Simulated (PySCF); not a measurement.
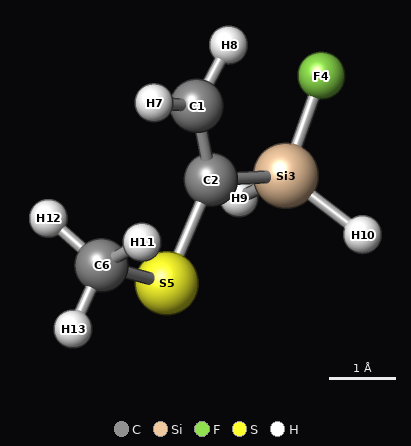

Figure 1. The input geometry of the first run (ball-and-stick view, seen at a tilt; atoms are numbered from 1 in the order of the input).

## Two runs on C3H7FSSi

System: C3H7FSSi, SMILES C=C([SiH2]F)SC.
Method of the first run: TDDFT PBE0/def2-SVPD, vertical, gas phase, core orbitals frozen in the response (PySCF 2.14.0).

The geometry comes from this level: PBE0-D3(BJ)/def2-SVP. Text and figures count atoms from 1; the logs count them from 0 in places.

## Input file, the first run
```
{"job": {"kind": "uv", "xc": "PBE0", "basis": "def2-SVPD", "ip": true}, "charge": 0, "multiplicity": 1}
C     -0.337879     1.147917     0.057207
C     -0.449144    -0.186884    -0.059414
Si    -2.111435    -0.988780     0.269437
F     -3.147709     0.213283     0.634292
S      0.814904    -1.312014    -0.508103
C      2.234146    -0.243046    -0.785955
H      0.594967     1.690620    -0.120647
H     -1.209694     1.742052     0.343346
H     -2.048070    -1.920349     1.428431
H     -2.621577    -1.695034    -0.936878
H      2.032882     0.480066    -1.590350
H      2.518812     0.288729     0.134117
H      3.059496    -0.900298    -1.091115
```

The first line tells a small driver script what to run in PySCF; the rest is the geometry in Å.

Command:
```bash
OMP_NUM_THREADS=1 python <driver script> task.json out
```

Hardware: 1 CPU thread, shared host.

## Output (the first run)
```
coarse grid: 11936 points
cycle   1  E = -905.0733329715  dE =  3.870e-01  |g| = 5.205e-01  |ddm| = 5.079e+00
cycle   2  E = -905.0119921740  dE =  6.134e-02  |g| = 8.016e-01  |ddm| = 1.491e+00
cycle   3  E = -905.1267033233  dE = -1.147e-01  |g| = 6.985e-02  |ddm| = 8.657e-01
cycle   4  E = -905.1276684896  dE = -9.652e-04  |g| = 3.442e-02  |ddm| = 2.023e-01
cycle   5  E = -905.1279526316  dE = -2.841e-04  |g| = 1.329e-02  |ddm| = 7.538e-02
cycle   6  E = -905.1279956877  dE = -4.306e-05  |g| = 2.585e-03  |ddm| = 2.098e-02
cycle   7  E = -905.1279974059  dE = -1.718e-06  |g| = 6.653e-04  |ddm| = 8.066e-03
final grid: 106504 points
cycle   8  E = -905.2289140687  dE = -2.637e-05  |g| = 8.563e-03  |ddm| = 9.509e-02
cycle   9  E = -905.2288965482  dE =  1.752e-05  |g| = 1.154e-02  |ddm| = 2.977e-02
cycle  10  E = -905.2289332987  dE = -3.675e-05  |g| = 1.079e-03  |ddm| = 2.071e-02
cycle  11  E = -905.2289336398  dE = -3.411e-07  |g| = 3.279e-04  |ddm| = 2.854e-03
cycle  12  E = -905.2289336656  dE = -2.585e-08  |g| = 9.912e-05  |ddm| = 6.809e-04
cycle  13  E = -905.2289336678  dE = -2.116e-09  |g| = 4.215e-05  |ddm| = 2.556e-04
cycle  14  E = -905.2289336682  dE = -4.904e-10  |g| = 5.627e-06  |ddm| = 1.034e-04
converged SCF energy = -905.2289336682

Static polarisability (au): isotropic 84.633, principal 63.541 90.741 99.616

Singlet excitations
state   eV       nm        f      main configurations
  1   4.8712    254.5   0.00223   H->L+1 0.94
  2   5.3505    231.7   0.17511   H->L 0.92
  3   5.8798    210.9   0.00479   H->L+2 0.96
  4   6.1975    200.1   0.00015   H->L+3 0.83
  5   6.6616    186.1   0.00799   H->L+4 0.71, H->L+5 0.15, H->L+3 0.09
  6   6.9015    179.6   0.00007   H->L+5 0.75, H->L+4 0.18
  7   6.9997    177.1   0.00495   H-2->L 0.91
  8   7.0738    175.3   0.00588   H->L+8 0.60, H-1->L+1 0.12, H->L+7 0.10
  9   7.1733    172.8   0.02086   H->L+6 0.90
 10   7.1943    172.3   0.00273   H-1->L+1 0.50, H->L+7 0.40

Triplet excitations (Tamm-Dancoff, eV): 3.5471 4.5963 5.6495 5.9434
Vertical ionisation energy (delta-SCF) = 8.4873 eV
```

The second run used a changed input.

## The two runs side by side

```csv
quantity,the first run,the second run
outcome,converged,converged
total energy (hartree),−905.228934,−905.543533
HOMO (eV),−6.54,−6.32
LUMO (eV),−0.56,−0.04
dipole moment (D),2.32,2.16
lowest excitation (eV),4.87,5.14
SCF iterations,14,14
strongest computed line (eV),5.35,5.74
basis functions,190,106
wall time (shared host),66 s,13 s
```

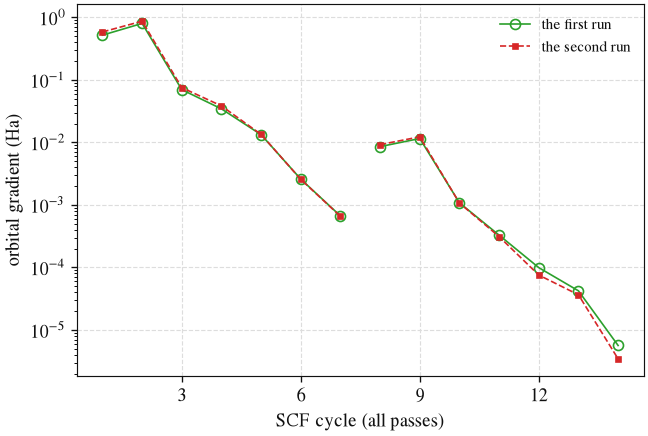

Figure 2. Convergence of the two runs: orbital gradient against the SCF cycle. A break in a curve parts two SCF passes (coarse and final grid). The first run takes 14 cycles in all, and the second run takes 14.

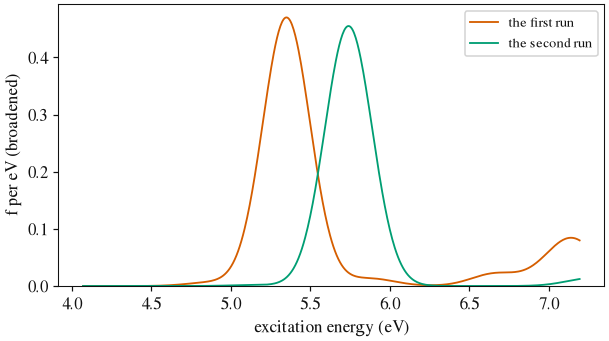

Figure 3. Absorption of the two runs from their computed states, each broadened by a Gaussian of 0.35 eV full width; the range ends where the shorter list of states ends.

What was changed in the input?

The change (lines with − go, lines with + come):
```diff
-"basis": "def2-SVPD"
-"ip": true
+"basis": "6-31G*"
```

The total energy of the second run is 197.4 kcal/mol lower, which measures the change of basis and not a stability. The HOMO goes from −6.54 to −6.32 eV. The LUMO goes from −0.56 to −0.04 eV. The dipole moment goes from 2.32 to 2.16 D. The lowest excitation goes from 4.87 to 5.14 eV. The strongest computed line goes from 5.35 to 5.74 eV. Diffuse functions give room to the loosely bound empty orbitals, which lowers the LUMO. The number of SCF iterations is the same. The basis functions go from 190 to 106.

## Output (the second run)
```
coarse grid: 11936 points
cycle   1  E = -905.5319360966  dE =  4.448e-01  |g| = 5.854e-01  |ddm| = 3.340e+00
cycle   2  E = -905.4644418426  dE =  6.749e-02  |g| = 8.706e-01  |ddm| = 1.112e+00
cycle   3  E = -905.5974472588  dE = -1.330e-01  |g| = 7.527e-02  |ddm| = 6.830e-01
cycle   4  E = -905.5986149269  dE = -1.168e-03  |g| = 3.839e-02  |ddm| = 1.241e-01
cycle   5  E = -905.5989728869  dE = -3.580e-04  |g| = 1.340e-02  |ddm| = 4.264e-02
cycle   6  E = -905.5990161471  dE = -4.326e-05  |g| = 2.561e-03  |ddm| = 1.308e-02
cycle   7  E = -905.5990178975  dE = -1.750e-06  |g| = 6.562e-04  |ddm| = 3.896e-03
final grid: 106504 points
cycle   8  E = -905.5435092954  dE = -1.660e-05  |g| = 9.223e-03  |ddm| = 2.320e-02
cycle   9  E = -905.5434905175  dE =  1.878e-05  |g| = 1.227e-02  |ddm| = 2.216e-02
cycle  10  E = -905.5435326338  dE = -4.212e-05  |g| = 1.070e-03  |ddm| = 1.412e-02
cycle  11  E = -905.5435329493  dE = -3.155e-07  |g| = 3.108e-04  |ddm| = 1.354e-03
cycle  12  E = -905.5435329729  dE = -2.358e-08  |g| = 7.537e-05  |ddm| = 3.221e-04
cycle  13  E = -905.5435329740  dE = -1.122e-09  |g| = 3.644e-05  |ddm| = 1.054e-04
cycle  14  E = -905.5435329744  dE = -3.499e-10  |g| = 3.436e-06  |ddm| = 4.097e-05
converged SCF energy = -905.5435329744

Static polarisability (au): isotropic 68.361, principal 46.166 77.043 81.874

Singlet excitations
state   eV       nm        f      main configurations
  1   5.1426    241.1   0.00059   H->L+1 0.94
  2   5.7409    216.0   0.16952   H->L 0.92
  3   6.4018    193.7   0.00002   H->L+2 0.94
  4   7.1050    174.5   0.00010   H->L+3 0.97
  5   7.2520    171.0   0.00440   H-2->L 0.95
  6   7.4876    165.6   0.00252   H-1->L+1 0.91
  7   7.7185    160.6   0.01840   H-2->L+1 0.86, H-1->L 0.10
  8   7.7509    160.0   0.00060   H-3->L 0.76, H->L+4 0.17
  9   7.9072    156.8   0.00222   H->L+4 0.79, H-3->L 0.17
 10   7.9601    155.8   0.16803   H-1->L 0.76, H-2->L+1 0.11

Triplet excitations (Tamm-Dancoff, eV): 3.6632 4.8160 5.8981 6.3308
```
